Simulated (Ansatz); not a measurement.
WH3F5: geometry relaxation (part 2 of 2)

Continued. System: WH3F5. Method: RKS B3LYP/def2-SVP (Ansatz 0.2.0). The input holds or restrains some coordinates. It belongs to a series of runs on one base structure; here: pulled along the bonds that form and break, towards end A.

Geometry of the input (Å):
```
W  0.0000  0.0000  0.0000
F  0.0000  0.0000  2.2000
F  1.8500  0.0000  0.0000
H  0.0000  1.7200  0.0000
F  -1.8500  0.0000  0.0000
F  0.0000  -1.8500  0.0000
F  0.0000  0.0000  -1.8500
H  1.3231  -1.3871  0.6370
H  0.9736  -1.0208  1.6302
```

## Trajectory as extended XYZ, continued
```
9
Properties=species:S:1:pos:R:3:forces:R:3 step=4 energy=-15451.94491
W    -0.1578    0.1389    0.0493    3.8361  -3.5822   0.0566
F    -0.1562    0.1753    1.9377   -0.1644   0.4132  -1.4172
F     1.7563    0.0828   -0.0305   -1.8135   1.0717  -0.0478
H     0.0042    1.8103   -0.0139    0.0103   0.9604  -0.2441
F    -1.9423    0.0289   -0.0020   -1.8876   0.4876  -0.0723
F    -0.0608   -1.8105   -0.0508   -0.7303   1.0693  -0.4423
F    -0.0285    0.0444   -1.8062   -0.5365   0.7327   0.4865
H     1.6209   -1.6950    1.0286    1.2525  -1.2531  -0.3508
H     1.2611   -1.3129    1.5050    0.0334   0.1003   2.0314
9
Properties=species:S:1:pos:R:3:forces:R:3 step=5 energy=-15452.66866
W    -0.1715    0.1172    0.0089    1.8934  -1.7448  -0.8076
F    -0.1357    0.1571    1.8441   -0.1998   0.3810   0.2510
F     1.7045    0.1291   -0.0456   -0.9003   0.4888   0.0267
H    -0.0057    1.8347   -0.0445   -0.1102   0.1763  -0.1209
F    -1.9894    0.0828   -0.0126   -0.8119   0.4482   0.0124
F    -0.0835   -1.7992   -0.0915   -0.2588   0.5221  -0.2715
F    -0.0918    0.1213   -1.8373   -0.3623   0.4200   0.0040
H     1.7226   -1.7879    1.1711    1.1819  -1.2216  -0.7785
H     1.3472   -1.3930    1.6245   -0.4320   0.5300   1.6843
9
Properties=species:S:1:pos:R:3:forces:R:3 step=6 energy=-15453.00835
W    -0.1421    0.0660   -0.0233    0.7173  -0.6351  -0.3581
F    -0.0697    0.1280    1.8167   -0.2649   0.3757   0.0196
F     1.7113    0.1670   -0.0949   -0.4432   0.2915   0.0566
H    -0.0915    1.7943   -0.0973    0.0508   0.0070  -0.0746
F    -1.9731    0.1615    0.0264   -0.2142   0.1282   0.1050
F    -0.0444   -1.8297   -0.2374   -0.1844   0.2672  -0.3061
F    -0.1674    0.2193   -1.8663   -0.1766   0.0863   0.0411
H     1.6351   -1.8530    1.2909    0.6003  -1.1849  -0.8510
H     1.4385   -1.3913    1.8024   -0.0850   0.6640   1.3675
9
Properties=species:S:1:pos:R:3:forces:R:3 step=7 energy=-15453.16582
W    -0.1135    0.0471   -0.0316    0.1493  -0.3731  -0.2671
F    -0.0173    0.1352    1.8086   -0.2304   0.4113   0.0650
F     1.7217    0.2592   -0.1069   -0.1498   0.0736   0.0920
H    -0.0940    1.7601   -0.2087    0.0249  -0.0233  -0.0251
F    -1.9431    0.1619    0.1347   -0.0390   0.0445   0.0850
F     0.0295   -1.8135   -0.4217   -0.0557   0.3962  -0.2286
F    -0.2648    0.2484   -1.8711   -0.1022  -0.0508  -0.0302
H     1.5616   -1.8939    1.3864    0.4586  -1.1287  -0.9407
H     1.4167   -1.4425    1.9274   -0.0556   0.6505   1.2498
9
Properties=species:S:1:pos:R:3:forces:R:3 step=8 energy=-15453.24288
W    -0.0981    0.0311   -0.0381   -0.1505  -0.2362  -0.4020
F     0.0216    0.1788    1.8028   -0.2378   0.3683   0.0318
F     1.7295    0.2976   -0.0887    0.0112  -0.0281   0.0153
H    -0.0532    1.7136   -0.2840    0.0144   0.1414  -0.0073
F    -1.9216    0.1366    0.2305    0.0589   0.0026   0.0226
F     0.1377   -1.7655   -0.5829    0.0451   0.2586  -0.0380
F    -0.3843    0.2591   -1.8736   -0.0751  -0.0282   0.1506
H     1.5108   -1.9135    1.4521    0.4849  -1.1734  -1.0595
H     1.3543   -1.4756    1.9991   -0.1511   0.6949   1.2866
9
Properties=species:S:1:pos:R:3:forces:R:3 step=9 energy=-15453.29117
W    -0.0882    0.0219   -0.0579   -0.2234   0.1240  -0.5480
F     0.0429    0.2345    1.7785   -0.2190   0.3366  -0.0194
F     1.7483    0.2793   -0.0962    0.0611  -0.0048   0.0079
H     0.0373    1.6988   -0.3127    0.0087   0.0204   0.0194
F    -1.9064    0.0603    0.2957    0.0761  -0.0466   0.0190
F     0.2980   -1.7061   -0.6867    0.0114   0.0868   0.0191
F    -0.5536    0.2857   -1.8552   -0.0031  -0.0335   0.2925
H     1.4465   -1.9242    1.5054    0.5252  -1.2200  -1.1166
H     1.2719   -1.4880    2.0464   -0.2370   0.7371   1.3260
9
Properties=species:S:1:pos:R:3:forces:R:3 step=10 energy=-15453.30743
W    -0.0701    0.0256   -0.0945   -0.2139   0.2007  -0.4004
F     0.0801    0.3003    1.7311   -0.1587   0.3413  -0.0208
F     1.7775    0.2755   -0.1290    0.1059   0.1173   0.0711
H     0.1324    1.7004   -0.3242   -0.1029  -0.1065  -0.0706
F    -1.8770   -0.0610    0.3624    0.2350  -0.1271   0.0041
F     0.4627   -1.6375   -0.7746   -0.2505   0.0229   0.0205
F    -0.7303    0.3097   -1.8173    0.1494   0.0261   0.2198
H     1.3622   -1.9343    1.5611    0.6218  -1.2894  -1.2692
H     1.1593   -1.5167    2.1024   -0.3862   0.8148   1.4455
9
Properties=species:S:1:pos:R:3:forces:R:3 step=11 energy=-15453.36632
W    -0.0361    0.0358   -0.0981   -0.1910   0.2289  -0.1880
F     0.1357    0.3946    1.7124   -0.1748   0.4210   0.0148
F     1.8100    0.2876   -0.1282    0.1070  -0.0200   0.0095
H     0.1416    1.7055   -0.3589   -0.0588  -0.0552   0.0075
F    -1.8048   -0.2361    0.4264    0.2103  -0.0989  -0.0435
F     0.4637   -1.6152   -0.8198   -0.1057   0.0131  -0.0625
F    -0.7613    0.3511   -1.7855    0.0318  -0.0333   0.0995
H     1.2872   -1.9645    1.5863    0.5598  -1.2270  -1.0054
H     1.0609   -1.4966    2.0827   -0.3786   0.7715   1.1681
9
Properties=species:S:1:pos:R:3:forces:R:3 step=12 energy=-15453.42866
W     0.0003    0.0525   -0.0965   -0.3938  -0.2990  -0.0867
F     0.1639    0.4900    1.7010   -0.1645   0.4202  -0.0794
F     1.8533    0.2552   -0.1292   -0.1044   0.0140   0.0290
H     0.1453    1.7185   -0.3597    0.0434   0.0497  -0.0414
F    -1.7261   -0.4101    0.4660    0.5015   0.0551  -0.0986
F     0.4476   -1.5844   -0.8891    0.0017   0.0845   0.0100
F    -0.7918    0.3768   -1.7516   -0.0125   0.0885   0.1261
H     1.1981   -1.9958    1.6204    0.3094  -0.9514  -0.5827
H     1.0062   -1.4407    2.0558   -0.1808   0.5385   0.7238
9
Properties=species:S:1:pos:R:3:forces:R:3 step=13 energy=-15453.46857
W     0.0290    0.0473   -0.1124   -0.1903  -0.0519  -0.2119
F     0.1770    0.5578    1.6665   -0.1064   0.4432   0.0293
F     1.8821    0.2215   -0.1052    0.0345   0.0252   0.0297
H     0.1988    1.7095   -0.3944    0.0375  -0.0172   0.0150
F    -1.6139   -0.5671    0.5185    0.1389  -0.0274  -0.0303
F     0.4842   -1.5312   -1.0006   -0.0048   0.0011  -0.0249
F    -0.8984    0.4214   -1.6835   -0.0131   0.0151   0.0803
H     1.1176   -1.9914    1.6763    0.4076  -1.2815  -0.7236
H     0.9204   -1.4058    2.0519   -0.3041   0.8934   0.8364
9
Properties=species:S:1:pos:R:3:forces:R:3 step=14 energy=-15453.48186
W     0.0564    0.0477   -0.1356   -0.2966  -0.3575  -0.2122
F     0.2063    0.6183    1.6266   -0.2065   0.3625   0.0116
F     1.9127    0.2088   -0.0928   -0.0660  -0.0512  -0.0591
H     0.2604    1.7026   -0.4071   -0.0869   0.0482  -0.1271
F    -1.5045   -0.7208    0.5578    0.2962   0.1853  -0.0821
F     0.5146   -1.4785   -1.1128    0.0124   0.1502   0.0425
F    -1.0117    0.4456   -1.6181    0.2337   0.0367   0.3259
H     1.0297   -1.9829    1.7308    0.4624  -1.4546  -0.7386
H     0.8329   -1.3786    2.0685   -0.3487   1.0804   0.8391
9
Properties=species:S:1:pos:R:3:forces:R:3 step=15 energy=-15453.47029
W     0.0571    0.0362   -0.1289   -0.2557  -0.1695  -0.2848
F     0.1794    0.6426    1.6219   -0.1481   0.3323   0.1257
F     1.9127    0.1817   -0.0631   -0.0028  -0.0405  -0.0339
H     0.2806    1.6853   -0.4098   -0.0809   0.0547  -0.1196
F    -1.4988   -0.7359    0.5645    0.2068   0.1056  -0.0467
F     0.5152   -1.4694   -1.1318    0.0168   0.0465   0.0240
F    -1.0214    0.4531   -1.5936    0.1601   0.0287   0.2104
H     1.0339   -1.9813    1.7462    0.5454  -1.8085  -0.7517
H     0.8381   -1.3502    2.0119   -0.4416   1.4507   0.8767
9
Properties=species:S:1:pos:R:3:forces:R:3 step=16 energy=-15453.48705
W     0.0639    0.0383   -0.1345   -0.0674  -0.0390  -0.2365
F     0.1861    0.6306    1.6205   -0.0963   0.4033   0.1208
F     1.9190    0.1812   -0.0772    0.0156   0.0005  -0.0050
H     0.2676    1.6920   -0.4307   -0.0088  -0.0068   0.0005
F    -1.4745   -0.7487    0.5643    0.0191   0.0152  -0.0060
F     0.5190   -1.4582   -1.1493    0.0068   0.0034  -0.0093
F    -1.0281    0.4641   -1.5793    0.0142  -0.0067   0.0247
H     1.0120   -1.9818    1.7511    0.4460  -1.5586  -0.7035
H     0.8316   -1.3554    2.0523   -0.3291   1.1887   0.8142
```

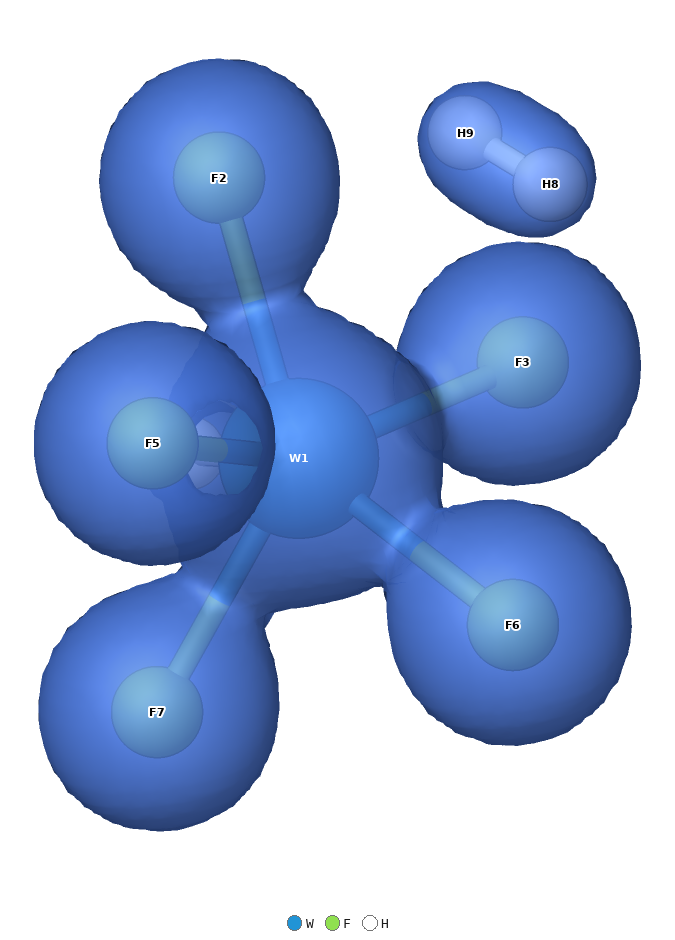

Figure 1. Isosurface of the total electron density at 0.8 e/Å³ (blue), seen at an oblique angle. At this value the surface falls into two separate pieces. It is pinched off along the W···H (2.70 Å) contacts. On the grid the lowest density along these lines, outside the cores, is 0.08 e/Å³ (W···H, 2.70 Å), 1.1 e/Å³ (W–F, 1.86 Å), 1.8 e/Å³ (H–H, 0.72 Å) and 1 e/Å³ (W–H, 1.69 Å).

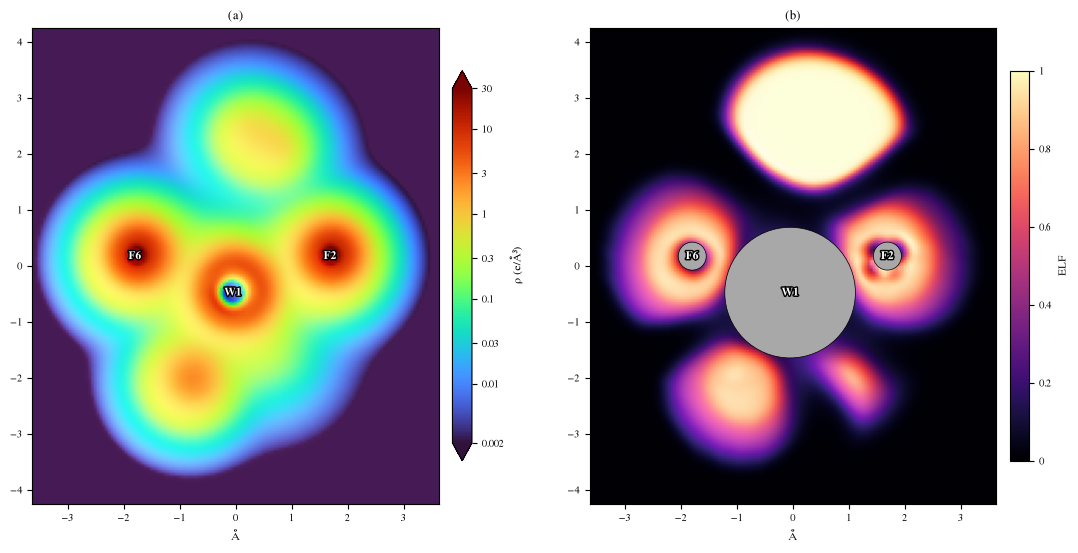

Figure 2. (a) total electron density; (b) electron localisation function on the plane of atoms F2, W1 and F6. Grey discs, where drawn, cover atomic cores. W–F (1.86 Å): ρ is about 1.1 e/Å³ halfway; the ELF peaks at about 0.85 in the valence shell of F, 0.5 Å from its nucleus, and drops to about 0.25 between the two atoms.

## Key numbers

```tsv
quantity	value
outcome	converged under the restraints of the input
total energy	−15453.4874 eV
mean-field energy	−15453.4874 eV
largest force (length of the vector) at the end, held atoms and coordinates included	1.767 eV/Å
wall time	39 s (CPU time 2.4 min)
peak memory	0.3 GiB
```
